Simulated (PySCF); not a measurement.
## Electronic structure of C6H8F (doublet) in real space

```xyz
15

C     1.9446   -0.8483   -0.0605
C     1.1002    0.2675   -0.3568
C     0.4551    1.1029    0.7817
F     0.7214    0.7517    2.0711
C    -0.3786    0.2233   -0.0381
C    -1.3946   -0.8265    0.1869
C    -1.6567    0.3049   -0.7804
H     1.7435   -1.4645    0.7937
H     2.8094   -1.0509   -0.6590
H     1.3796    0.8544   -1.2256
H     0.4165    2.1829    0.6907
H    -1.9238   -0.8342    1.1291
H    -1.2080   -1.8109   -0.2169
H    -1.6476    0.0843   -1.8380
H    -2.3655    1.0714   -0.4999
```

Geometry: GFN2-xTB.

All numbers below come from UKS B3LYP, pcH-1 on C F H, non-relativistic, mean-field spin-orbit, GIAO (PySCF).

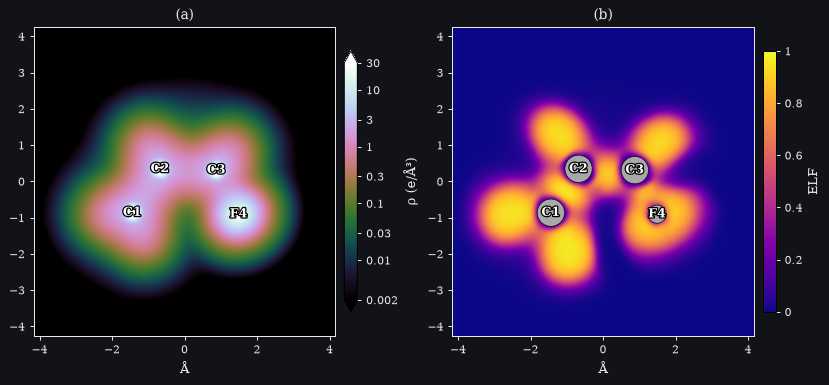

Figure 1. (a) electron density; (b) ELF on the plane of atoms C1, C2 and C3. Grey discs cover the atomic cores in the ELF map.

Q: What does the map show?

A: Atoms in the plane: C and F. C–F (1.36 Å): ρ is about 2.1 e/Å³ halfway, with its minimum of 1.7 e/Å³ about 0.5 Å from C; the ELF peaks at about 0.85 between the atoms, as expected for a shared but strongly polarised pair. C–C (1.43 Å): ρ at the midpoint is about 1.9 e/Å³; the ELF peaks at about 0.95 between the atoms; localised, covalent bonding. C–C (1.55 Å): ρ at the midpoint is about 1.5 e/Å³; the ELF peaks at about 0.85 between the atoms; a shared electron pair. The ELF also peaks beside F4, away from the bonds: non-bonding electrons, paired or unpaired.

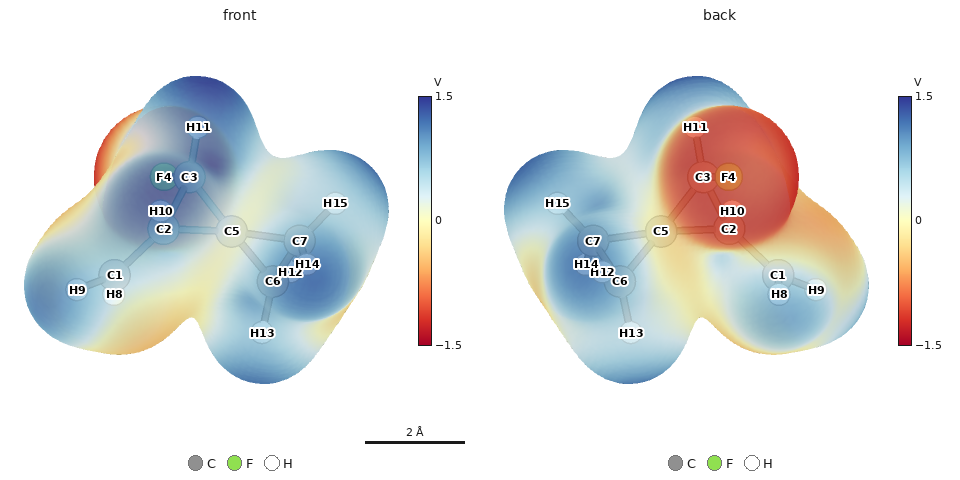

Figure 2. The electrostatic potential painted on the density surface at 0.004 e/bohr³, seen from the front and from behind; the colour scale runs from red (negative) to blue (positive).

Q: Describe the electrostatic potential map.

A: The most negative region (about −1.2 V) lies over F4, the most positive (about +1.4 V) over H11.
